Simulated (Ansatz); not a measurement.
# [NH4]+ (ammonium): levels of theory compared

Aim: a comparison of 6 runs (UHF/6-31G, SVWN5/6-31G, MP2/3-21G, CCSDT/3-21G, CCSDT/6-31G, CCSDTQ/6-31G) of [NH4]+ (ammonium). 

Program for the calculation: Ansatz 0.2.0.

2 further runs of the same task are left out: 1 that didn't finish, 1 set aside as unsound or not needed.

## (1) The system as given

[NH4]+: 5 atoms, total charge +1, spin state singlet. As SMILES, `[NH4+]`. The H2–N1 distance was set to 2.574 Å, away from the relaxed value. At this shape a bond of the SMILES string is far longer than usual.

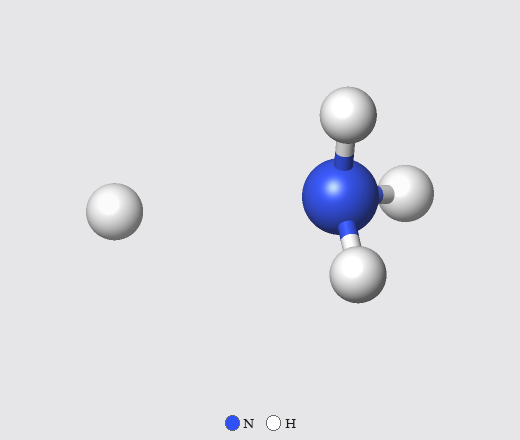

The structure, seen from a chosen angle (nitrogen blue, hydrogen white).

## (2) A single-point energy at UHF/6-31G (run 1)

Contents of in.yaml:

```yaml
basis:
  gaussian:
    orbitals: 6-31G
crystal:
  periodic: [false, false, false]
  atoms:
    - {symbol: "N", position_ang: [-0.683588, 0.676188, -1.208469]}
    - {symbol: H, position_ang: [0.455870, -0.450720, 0.805650]}
    - {symbol: H, position_ang: [-1.661568, 0.893678, -0.971909]}
    - {symbol: H, position_ang: [-0.659588, 0.038788, -2.016679]}
    - {symbol: H, position_ang: [-0.185788, 1.546618, -1.442429]}
total_charge: 1
magnetization:
  spin_polarized: true
  initial_magnetization: 0
hamiltonian:
  xc: hf
accuracy: high
```

The run is started by

```console
$ ansatz run in.yaml --threads 1 --pin off --max-ram 2610MiB --events-out events.jsonl --progress --plain --runs-dir runs
```

The log of the run:

```text
Warning: RAYON_NUM_THREADS=1 ignored (pool sized by the plan → 1); use --threads N
Functional definition: HF
  name "HF"
  exchange = exact_x
  correlation = 0
408 factors; integrals over basis functions are off by at most 3.2e-9 eV
mean field evaluation 1: about -1523.5606 eV, gradient 4.0e1 eV
mean field evaluation 2: about -1523.5577 eV, gradient 4.0e1 eV
mean field evaluation 4: about -1530.6917 eV, gradient 5.7e0 eV
mean field evaluation 8: about -1530.9059 eV, gradient 5.7e-2 eV
mean field evaluation 16: about -1531.3003 eV, gradient 2.7e0 eV
mean field evaluation 32: about -1532.9921 eV, gradient 3.4e-1 eV
mean field evaluation 64: about -1530.9080 eV, gradient 3.4e-1 eV
mean field -1532.99033788 eV, -56.3363558189 hartree, gradient 1.4e-8 eV, S^2 0.944929; 4 other end points of the search recorded, 0 dependent functions left out
reference -1532.99033788 eV, -56.3363558189 hartree; 5, 5 occupied and 12, 12 virtual orbitals, 408 factors
Total energy: -1532.99033788 eV, -56.3363558189 hartree
```

It took 0.14 s on 1 thread of Intel Xeon 6975P-C (Granite Rapids), shared host.

## (3) The energy at SVWN5/6-31G (run 2)

Edit in.yaml of step 2 so:

```diff
@@ -1,4 +1 @@
-basis:
-  gaussian:
-    orbitals: 6-31G
 crystal:
@@ -11,8 +8,8 @@
     - {symbol: H, position_ang: [-0.185788, 1.546618, -1.442429]}
+basis:
+  gaussian:
+    orbitals: 6-31G
+accuracy: high
 total_charge: 1
-magnetization:
-  spin_polarized: true
-  initial_magnetization: 0
 hamiltonian:
-  xc: hf
-accuracy: high
+  xc: {name: SVWN5}
```

The run is started by

```console
$ ansatz run in.yaml --threads 1 --pin off --max-ram 2610MiB --events-out events.jsonl --progress --plain --runs-dir runs
```

The log of the run:

```text
Warning: RAYON_NUM_THREADS=1 ignored (pool sized by the plan → 1); use --threads N
Functional definition: SVWN5
  name "SVWN5"
  exchange = slater_x
  correlation = vwn5_c
408 factors; integrals over basis functions are off by at most 3.2e-9 eV
mean field evaluation 1: about -1505.5002 eV, gradient 1.0e2 eV
mean field evaluation 2: about -1451.4113 eV, gradient 1.4e2 eV
mean field evaluation 4: about -1511.5813 eV, gradient 5.3e1 eV
mean field evaluation 8: about -1528.7627 eV, gradient 7.4e0 eV
mean field evaluation 16: about -1529.0224 eV, gradient 9.2e-4 eV
mean field -1529.02236713 eV, -56.1905355833 hartree, gradient 9.8e-10 eV, S^2 0.000000; 0 other end points of the search recorded, 0 dependent functions left out
reference -1529.02236882 eV, -56.1905356455 hartree; 5, 5 occupied and 12, 12 virtual orbitals, 408 factors
Total energy: -1529.02236882 eV, -56.1905356455 hartree
```

It took 0.24 s on 1 thread of Intel Xeon 6975P-C (Granite Rapids), shared host.

## (4) A single-point energy at MP2/3-21G (run 3)

Contents of job.yaml:

```yaml
basis:
  gaussian:
    orbitals: 3-21G.json
crystal:
  periodic: [false, false, false]
  atoms:
    - symbol: "N"
      position_ang: [-0.683588, 0.676188, -1.208469]
    - symbol: H
      position_ang: [0.455870, -0.450720, 0.805650]
    - symbol: H
      position_ang: [-1.661568, 0.893678, -0.971909]
    - symbol: H
      position_ang: [-0.659588, 0.038788, -2.016679]
    - symbol: H
      position_ang: [-0.185788, 1.546618, -1.442429]
correlation:
  method: mp2
  frozen_orbitals: {H: 0, "N": 1}
accuracy: high
total_charge: 1
```

The basis set 3-21G is read from a file made from the Basis Set Exchange's data (not shown).

The run is started by

```console
$ ansatz run job.yaml --threads 1 --pin off --max-ram 2610MiB --events-out events.jsonl --progress --plain --runs-dir runs
```

The log of the run, cut to the lines that bear on the results:

```text
Warning: RAYON_NUM_THREADS=1 ignored (pool sized by the plan → 1); use --threads N
[... 2 set-up lines as earlier in the session ...]
[...]
330 factors; integrals over basis functions are off by at most 1.7e-8 eV
[...]
mean field -1523.03304681 eV, -55.9704321213 hartree, gradient 2.5e-8 eV, S^2 0.000000; 0 other end points of the search recorded, 0 dependent functions left out; unrestricted orbitals would lower it
[...]
unrestricted determinant -1525.27858336 eV, -56.0529540674 hartree, S^2 0.9513
1 core orbitals not correlated: weight in the atoms' cores, before any rotation towards them, 1.000 or more for the frozen orbitals, at most 0.000 for the correlated occupied ones
reference -1523.03304681 eV, -55.9704321213 hartree; 4, 4 occupied and 12, 12 virtual orbitals, 330 factors
second order -4.17310239 eV of doubles, -0.00000000 eV of singles
Total energy: -1527.20614920 eV, -56.1237908057 hartree
```

Wall time 0.06 s (1 thread of Intel Xeon 6975P-C (Granite Rapids), shared host).

Runs 4 to 5 aren't shown in full; the table further down has their settings and results.

## (5) A single-point energy at CCSDTQ/6-31G (run 6)

Contents of run.yaml:

```yaml
crystal:
  periodic: [false, false, false]
  atoms:
    - {symbol: N, position_ang: [-0.683588, 0.676188, -1.208469]}
    - {symbol: H, position_ang: [0.455870, -0.450720, 0.805650]}
    - {symbol: H, position_ang: [-1.661568, 0.893678, -0.971909]}
    - {symbol: H, position_ang: [-0.659588, 0.038788, -2.016679]}
    - {symbol: H, position_ang: [-0.185788, 1.546618, -1.442429]}
basis:
  gaussian:
    orbitals: 6-31G
correlation:
  method: ccsdtq
  frozen_orbitals: {H: 0, "N": 1}
accuracy: high
total_charge: 1
magnetization:
  spin_polarized: false
scf:
  omitted_lower_state_checks: [cluster_reference, increment]
```

The run is started by

```console
$ ansatz run run.yaml --threads 1 --pin off --max-ram 2610MiB --events-out events.jsonl --progress --plain --runs-dir runs
```

The log of the run:

```text
Warning: RAYON_NUM_THREADS=1 ignored (pool sized by the plan → 1); use --threads N
[... 11 lines left out ...]
1 core orbitals not correlated: weight in the atoms' cores, before any rotation towards them, 1.000 or more for the frozen orbitals, at most 0.000 for the correlated occupied ones
[... 26 lines left out ...]
WARN: these amplitudes may be one of several solutions (largest doubles amplitude 0.57, level shift 1.55 eV)
Total energy: -1536.22917270 eV, -56.4553808032 hartree
Checks for a lower state left out: cluster_reference, increment
```

It took 2.6 s on 1 thread of Intel Xeon 6975P-C (Granite Rapids), shared host; peak memory 0.12 GiB.

## (6) Overview of the runs

```
run         level  frozen core orbitals  energy (Eh)  wall time
  1     UHF/6-31G                     –   -56.336356     0.14 s
  2   SVWN5/6-31G                     –   -56.190536     0.24 s
  3     MP2/3-21G                     1   -56.123791     0.06 s
  4   CCSDT/3-21G                     1   -56.170397     0.22 s
  5   CCSDT/6-31G                     1   -56.454794      0.2 s
  6  CCSDTQ/6-31G                     1   -56.455381      2.6 s
```

## (7) Outcome

| quantity | value |
| --- | --- |
| run 6: total energy | -56.45538 Eh |
| run 6: correlation energy (1 core orbital frozen) | -195.6 mEh |
| run 6: T1 diagnostic | 0.119 |

What this shows: Below the UHF energy at the same shape and in the same basis (6-31G): CCSDT -118.4 mEh; CCSDTQ -119.0 mEh. Some of these start from another determinant than that one, so these aren't their correlation energies. In runs 3, 4, 5, 6 the log says that unrestricted orbitals would lower the reference, so the values rest on an unstable closed-shell determinant (other closed-shell runs at this shape may share the fault). Spin contamination of the reference: run 1 ⟨S²⟩ = 0.94. Where it is this large, the reference is a mixture of spin states, and values that rest on it are in doubt. All runs together took 3.4 s, the longest 2.6 s.
